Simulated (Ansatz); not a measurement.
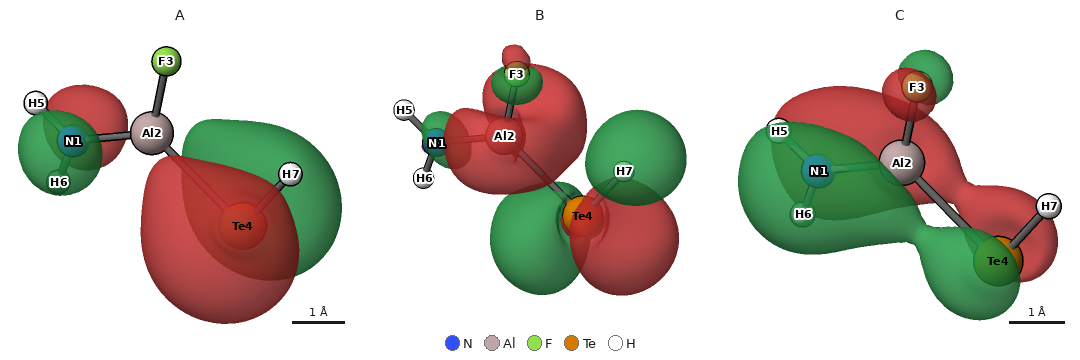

*AlFH3NTe (SMILES [NH2][Al]([F])[TeH]). Three frontier orbitals at ±0.08 Å⁻³ᐟ² (green and red are the two phases), in no order.*

Core potentials replace the inner electrons of Te.

Computed with Ansatz 0.2.0, RKS LDA/def2-SVP.

```xyz
7

N    -0.7419    0.8693    1.0330
Al    0.3405   -0.0428   -0.0060
F     1.9744    0.0371    0.2926
Te   -0.4689   -1.4554   -1.9124
H    -0.4195    1.4461    1.8158
H    -1.7611    0.9049    0.9499
H     1.1379   -1.8272   -2.2185
```

Order the three orbitals by energy and name them.

Answer. C is the HOMO−1 (−6.44 eV). Its weight (Hirshfeld) is mainly on N1 (about 60 %), Al2 (about 15 %) and Te4 (about 10 %); it changes sign across the molecular plane (π type); π-bonding across Al2–Te4. A is the HOMO (−5.67 eV). Its weight (Hirshfeld) is mainly on Te4 (about 80 %) and N1 (about 10 %); it changes sign across the molecular plane (π type); π-antibonding (a node) across N1–Al2. B is the LUMO (−1.51 eV). By Hirshfeld shares it lies mainly on Te4 (about 50 %), Al2 (about 25 %) and H7 (about 20 %); it is symmetric in the molecular plane (an in-plane orbital: σ, lone-pair or in-plane π type).

What is the HOMO–LUMO gap?

Answer. 4.16 eV between the orbital energies.
